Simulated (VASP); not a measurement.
Band structure of Co (hcp). Method: RPBE GGA, VASP's PBE PAW potentials (set 64) (plane waves; VASP 6.6.1).

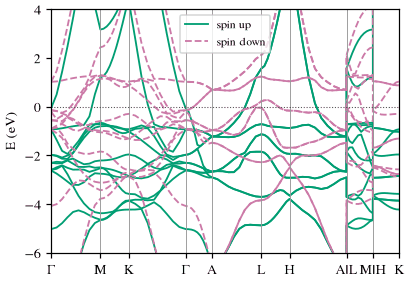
Figure. Bands along high-symmetry lines, zero at the valence-band maximum or, without a gap, the Fermi level

Problem. Read the plot: is there a gap, and where are the band edges?

Solution. It has no gap at this level: it comes out as a metal or semimetal. (Edges off the drawn lines would not show.)

The compound is Co in the hcp structure. It was relaxed first.
